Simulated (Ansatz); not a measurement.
Geometry relaxation of Si$_{3}$N$_{3}$H$_{12}$O (part 2 of 2)

Continued. System: Si$_{3}$N$_{3}$H$_{12}$O, multiplicity 2. Method: UKS PBE0-D4/def2-SVP (Ansatz 0.2.0). The input holds or restrains some coordinates.

Geometry of the input (Å):
```
Si 0.8484  -0.0536  0.9046
N  1.4190  -0.4690  -1.2620
Si 0.7417  0.1311  -2.7159
N  -0.5992  0.8091  0.4892
Si -1.7632  1.5212  1.5455
O  0.8453  -0.1602  2.5418
H  0.8369  -1.5539  -0.6253
N  0.3976  -1.8374  0.4365
H  2.4213  -0.5907  -1.2904
H  0.9607  1.5669  -2.9480
H  1.2658  -0.6131  -3.8709
H  -0.7044  -0.1233  -2.6069
H  -0.6913  1.0176  -0.4893
H  -1.1147  2.3586  2.5606
H  -2.6742  2.2887  0.6995
H  -2.5090  0.4563  2.2502
H  0.0252  -0.1212  3.0435
H  -0.5940  -2.0507  0.4136
H  0.8882  -2.5764  0.9239
```

Trajectory as extended XYZ, continued
```
19
Properties=species:S:1:pos:R:3:forces:R:3 step=3 energy=-30317.21232
Si    0.8504   -0.1119    0.9012    0.1437  -0.0226  -0.5640
N     1.4297   -0.5098   -1.2664    0.0817   0.1877   0.3438
Si    0.7385    0.1320   -2.7191   -0.0315   0.0228  -0.1317
N    -0.5780    0.7887    0.4548    0.0642  -0.0528  -0.0841
Si   -1.7373    1.5258    1.5195   -0.0314   0.0558   0.0713
O     0.8114   -0.1183    2.5835   -0.1095   0.0431   0.2288
H     0.8811   -1.5889   -0.5912    0.1029  -0.0311  -0.3178
N     0.4213   -1.9060    0.4522   -0.1902  -0.1966   0.4468
H     2.4523   -0.5307   -1.2712   -0.0844   0.0162  -0.0315
H     0.9564    1.6046   -2.9407    0.0128  -0.0424   0.0418
H     1.2170   -0.5614   -3.9651   -0.0230   0.0284   0.0358
H    -0.7491   -0.0689   -2.6254    0.0452   0.0191   0.0165
H    -0.6756    1.0083   -0.5321   -0.0652   0.0334   0.0396
H    -1.1141    2.4238    2.5442   -0.0158  -0.0267  -0.0464
H    -2.6978    2.3196    0.6953    0.0145  -0.0329   0.0000
H    -2.5162    0.4907    2.2846    0.0412   0.0234  -0.0026
H    -0.0219   -0.1486    3.0714    0.0540  -0.0506  -0.0467
H    -0.5787   -2.1129    0.4355    0.0138   0.0032   0.0038
H     0.9108   -2.6361    0.9693   -0.0229   0.0227  -0.0033
19
Properties=species:S:1:pos:R:3:forces:R:3 step=4 energy=-30317.23507
Si    0.8406   -0.1021    0.8844    0.1051  -0.1156  -0.3746
N     1.4372   -0.5431   -1.2701   -0.0156   0.2493   0.2317
Si    0.7433    0.1552   -2.6993   -0.0358   0.0143   0.0193
N    -0.6015    0.7650    0.4242   -0.0705   0.0796   0.0099
Si   -1.7311    1.5440    1.4966    0.0911  -0.0163   0.1375
O     0.7741   -0.1079    2.5759    0.0016   0.1173   0.0162
H     0.9013   -1.6155   -0.5745    0.0707  -0.0486  -0.3206
N     0.4338   -1.9101    0.4721   -0.1639  -0.1755   0.4018
H     2.4568   -0.5594   -1.3076    0.0568  -0.0108   0.0710
H     1.0217    1.6207   -2.8759    0.0157  -0.0039   0.0047
H     1.1605   -0.5204   -3.9731    0.0013  -0.0025   0.0104
H    -0.7434    0.0133   -2.5667   -0.0355   0.0107  -0.0267
H    -0.7244    1.0055   -0.5534    0.0312  -0.0356  -0.0815
H    -1.1014    2.5364    2.4212   -0.0167   0.0128  -0.0257
H    -2.7599    2.2393    0.6685   -0.0019  -0.0220  -0.0318
H    -2.4228    0.5334    2.3631   -0.0131  -0.0068   0.0270
H    -0.0435   -0.3101    3.0464   -0.0268  -0.0409  -0.0583
H    -0.5631   -2.1289    0.4461    0.0057   0.0166   0.0001
H     0.9221   -2.6152    1.0225    0.0007  -0.0221  -0.0105
19
Properties=species:S:1:pos:R:3:forces:R:3 step=5 energy=-30317.23359 accepted=F
Si    0.8213   -0.1033    0.8652    0.1308  -0.0861  -0.3194
N     1.4387   -0.5772   -1.2764   -0.1260   0.3701   0.1678
Si    0.7551    0.1811   -2.6866    0.0402   0.0069   0.0467
N    -0.6318    0.7410    0.4020   -0.1284   0.1206   0.0329
Si   -1.7116    1.5597    1.5042   -0.0173   0.0501   0.1136
O     0.7246   -0.0714    2.5625   -0.8744  -0.3528   0.4505
H     0.9041   -1.6430   -0.5696    0.1259  -0.0470  -0.3161
N     0.4414   -1.9237    0.4830   -0.2034  -0.1871   0.4581
H     2.4598   -0.5720   -1.3078    0.0154  -0.0453   0.0741
H     1.1061    1.6378   -2.8259   -0.0193  -0.0566   0.0074
H     1.1384   -0.4809   -3.9787    0.0003   0.0010   0.0204
H    -0.7398    0.0988   -2.5663    0.0262   0.0031   0.0079
H    -0.7964    0.9701   -0.5744    0.0745  -0.0834  -0.0047
H    -1.0825    2.6818    2.2926   -0.1116  -0.2024  -0.1329
H    -2.8229    2.1253    0.6635    0.1030  -0.0519   0.1236
H    -2.3127    0.5872    2.4922    0.0843   0.1440  -0.1043
H    -0.0722   -0.4463    3.0119    0.8819   0.4154  -0.5697
H    -0.5536   -2.1517    0.4578    0.0048   0.0073   0.0027
H     0.9339   -2.6132    1.0508   -0.0069  -0.0059  -0.0585
19
Properties=species:S:1:pos:R:3:forces:R:3 step=6 energy=-30317.24734
Si    0.8271   -0.1069    0.8820    0.1012  -0.0790  -0.3817
N     1.4366   -0.5442   -1.2696   -0.0386   0.2572   0.2522
Si    0.7537    0.1705   -2.6966   -0.0090   0.0119   0.0207
N    -0.6267    0.7403    0.4193   -0.0383   0.0607  -0.0103
Si   -1.7188    1.5573    1.5036    0.0587  -0.0320   0.0995
O     0.7481   -0.0932    2.5749   -0.0032   0.0892  -0.0137
H     0.9005   -1.6183   -0.5768    0.0938  -0.0475  -0.3303
N     0.4383   -1.9190    0.4705   -0.1831  -0.1835   0.4179
H     2.4572   -0.5544   -1.2926    0.0313  -0.0150   0.0501
H     1.0476    1.6340   -2.8621    0.0081  -0.0081   0.0048
H     1.1717   -0.5016   -3.9721   -0.0034  -0.0010   0.0086
H    -0.7362    0.0380   -2.5768   -0.0175   0.0120  -0.0138
H    -0.7846    0.9298   -0.5658    0.0285  -0.0244  -0.0228
H    -1.0679    2.5916    2.3662   -0.0136  -0.0031  -0.0394
H    -2.7789    2.2114    0.6795    0.0007  -0.0216  -0.0100
H    -2.3766    0.5753    2.4299   -0.0071   0.0194   0.0175
H    -0.0681   -0.3405    3.0265   -0.0215  -0.0347  -0.0430
H    -0.5570   -2.1457    0.4463    0.0071   0.0148   0.0032
H     0.9340   -2.6245    1.0137    0.0057  -0.0151  -0.0094
19
Properties=species:S:1:pos:R:3:forces:R:3 step=7 energy=-30317.25736
Si    0.8156   -0.1100    0.8760    0.1270  -0.0303  -0.4218
N     1.4364   -0.5524   -1.2714   -0.0480   0.2741   0.2781
Si    0.7663    0.1887   -2.6916   -0.0248  -0.0072   0.0203
N    -0.6464    0.7209    0.4098   -0.0331  -0.0075  -0.0223
Si   -1.7060    1.5591    1.5126    0.0017   0.0638   0.0347
O     0.7128   -0.0660    2.5687   -0.1656  -0.0368   0.0780
H     0.8988   -1.6263   -0.5793    0.1087  -0.0268  -0.3338
N     0.4457   -1.9277    0.4718   -0.2082  -0.1964   0.4516
H     2.4577   -0.5639   -1.2791    0.0023  -0.0124   0.0218
H     1.0860    1.6476   -2.8439    0.0178  -0.0118   0.0001
H     1.1659   -0.4860   -3.9716    0.0051   0.0116   0.0058
H    -0.7278    0.0833   -2.5770    0.0070   0.0069  -0.0015
H    -0.8306    0.8753   -0.5784    0.0111  -0.0125   0.0524
H    -1.0395    2.6491    2.2943   -0.0350  -0.0592  -0.0386
H    -2.8054    2.1616    0.6959    0.0157  -0.0273   0.0204
H    -2.3312    0.6183    2.5072    0.0567   0.0310  -0.0427
H    -0.0998   -0.3789    2.9940    0.1549   0.0415  -0.0945
H    -0.5485   -2.1598    0.4546    0.0042  -0.0006   0.0006
H     0.9501   -2.6330    1.0077    0.0027  -0.0003  -0.0089
19
Properties=species:S:1:pos:R:3:forces:R:3 step=8 energy=-30317.25726 accepted=F
Si    0.7977   -0.1120    0.8707    0.1314  -0.0104  -0.3852
N     1.4303   -0.5604   -1.2720   -0.1086   0.2696   0.2941
Si    0.7738    0.2111   -2.6832    0.0777   0.0223   0.0057
N    -0.6781    0.6920    0.3999   -0.0393   0.0366  -0.0957
Si   -1.6981    1.5780    1.5057   -0.0215  -0.0961   0.1180
O     0.6799   -0.0485    2.5652   -0.2641  -0.1528   0.0848
H     0.8910   -1.6321   -0.5779    0.1330  -0.0280  -0.3467
N     0.4500   -1.9364    0.4774   -0.2308  -0.2097   0.4671
H     2.4517   -0.5789   -1.2701   -0.0079  -0.0042   0.0040
H     1.1519    1.6585   -2.8258   -0.0400  -0.0269   0.0213
H     1.1637   -0.4543   -3.9715   -0.0261  -0.0155   0.0113
H    -0.7238    0.1417   -2.5713    0.0379   0.0152  -0.0095
H    -0.8883    0.8081   -0.5901    0.0407   0.0013   0.1161
H    -1.0140    2.7118    2.2128   -0.0818  -0.0753  -0.1055
H    -2.8541    2.1051    0.7068    0.0922  -0.0118   0.0807
H    -2.2422    0.6606    2.5742    0.0151   0.1213  -0.1056
H    -0.1177   -0.4272    2.9729    0.2820   0.1516  -0.1430
H    -0.5417   -2.1809    0.4685    0.0118  -0.0009   0.0060
H     0.9682   -2.6364    1.0078   -0.0015   0.0136  -0.0179
19
Properties=species:S:1:pos:R:3:forces:R:3 step=9 energy=-30317.26121
Si    0.8076   -0.1083    0.8711    0.1339  -0.0301  -0.4208
N     1.4208   -0.5609   -1.2764   -0.0251   0.2454   0.3477
Si    0.7721    0.2069   -2.6912    0.0007  -0.0255  -0.0066
N    -0.6642    0.7039    0.4053    0.0003  -0.0026  -0.0026
Si   -1.7070    1.5600    1.5090   -0.0118   0.0070   0.0234
O     0.7046   -0.0489    2.5636   -0.0542  -0.0147   0.0289
H     0.8945   -1.6324   -0.5720    0.0194  -0.0163  -0.3691
N     0.4490   -1.9317    0.4829   -0.1475  -0.2017   0.4412
H     2.4416   -0.5939   -1.2755    0.0125   0.0212  -0.0056
H     1.1396    1.6544   -2.8393    0.0066  -0.0032   0.0110
H     1.1571   -0.4735   -3.9724   -0.0030   0.0064  -0.0034
H    -0.7245    0.1426   -2.5821    0.0076   0.0108   0.0010
H    -0.8546    0.8485   -0.5817   -0.0009  -0.0029  -0.0200
H    -1.0387    2.6681    2.2556   -0.0045  -0.0008  -0.0140
H    -2.8297    2.1319    0.7043    0.0057  -0.0097   0.0034
H    -2.2974    0.6313    2.5302    0.0118   0.0064   0.0009
H    -0.0957   -0.3923    2.9831    0.0508   0.0151  -0.0246
H    -0.5429   -2.1739    0.4745    0.0073  -0.0024  -0.0068
H     0.9680   -2.6318    1.0113   -0.0098  -0.0024   0.0159
19
Properties=species:S:1:pos:R:3:forces:R:3 step=10 energy=-30317.26341
Si    0.7966   -0.1103    0.8656    0.1500  -0.0197  -0.4178
N     1.4086   -0.5713   -1.2804   -0.0522   0.2486   0.3310
Si    0.7870    0.2212   -2.6940   -0.0218   0.0475   0.0352
N    -0.6859    0.6829    0.4010    0.0087  -0.0172   0.0162
Si   -1.7077    1.5600    1.5090   -0.0233   0.0182  -0.0039
O     0.6968   -0.0366    2.5590   -0.0260  -0.0203  -0.0123
H     0.8678   -1.6356   -0.5760    0.1273  -0.0421  -0.3464
N     0.4516   -1.9389    0.4896   -0.2248  -0.1999   0.4391
H     2.4295   -0.6114   -1.2652   -0.0077   0.0003  -0.0157
H     1.1962    1.6605   -2.8198    0.0124  -0.0252  -0.0152
H     1.1519   -0.4581   -3.9818    0.0000   0.0064   0.0071
H    -0.7118    0.2073   -2.5876    0.0153  -0.0142  -0.0094
H    -0.8893    0.8104   -0.5863    0.0064   0.0032  -0.0095
H    -1.0373    2.7081    2.1924   -0.0065  -0.0251  -0.0026
H    -2.8591    2.0911    0.7152    0.0038  -0.0180   0.0165
H    -2.2546    0.6554    2.5760    0.0114   0.0283  -0.0179
H    -0.0915   -0.4087    2.9752    0.0214   0.0163   0.0059
H    -0.5376   -2.1929    0.5006    0.0159   0.0009   0.0152
H     0.9891   -2.6332    1.0080   -0.0101   0.0121  -0.0154
19
Properties=species:S:1:pos:R:3:forces:R:3 step=11 energy=-30317.26389
Si    0.7971   -0.1121    0.8654    0.1584  -0.0304  -0.4201
N     1.4023   -0.5768   -1.2817   -0.0577   0.2702   0.3391
Si    0.7863    0.2349   -2.6867    0.0356  -0.0086  -0.0311
N    -0.6881    0.6742    0.3981   -0.0099  -0.0004   0.0225
Si   -1.7095    1.5575    1.5020   -0.0203   0.0044   0.0139
O     0.6991   -0.0321    2.5587    0.0009  -0.0136  -0.0343
H     0.8599   -1.6392   -0.5758    0.1181  -0.0393  -0.3367
N     0.4513   -1.9413    0.4931   -0.2204  -0.2037   0.4445
H     2.4231   -0.6262   -1.2707   -0.0106   0.0048  -0.0137
H     1.2305    1.6633   -2.8171   -0.0282  -0.0127   0.0171
H     1.1400   -0.4431   -3.9781   -0.0010  -0.0071  -0.0016
H    -0.7126    0.2317   -2.5860    0.0178   0.0225   0.0110
H    -0.8901    0.7981   -0.5901   -0.0014   0.0002  -0.0013
H    -1.0406    2.7148    2.1701   -0.0089  -0.0032  -0.0154
H    -2.8754    2.0645    0.7143    0.0150   0.0009   0.0044
H    -2.2422    0.6678    2.5872    0.0104  -0.0009  -0.0169
H    -0.0871   -0.4050    2.9769   -0.0051   0.0078   0.0198
H    -0.5375   -2.1963    0.5131    0.0130   0.0018   0.0127
H     0.9935   -2.6347    1.0076   -0.0057   0.0074  -0.0140
```

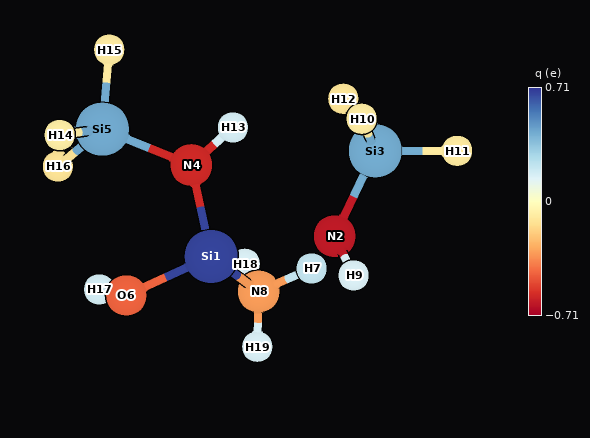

**Figure 1.** Mulliken charges, as the colour of each atom (ball-and-stick view, seen at a tilt; atoms are numbered from 1 in the order of the input; Mulliken charges depend strongly on the basis). By element: Si +0.42 to +0.68, N −0.63 to −0.32, O −0.45 and H −0.12 to +0.22 e.
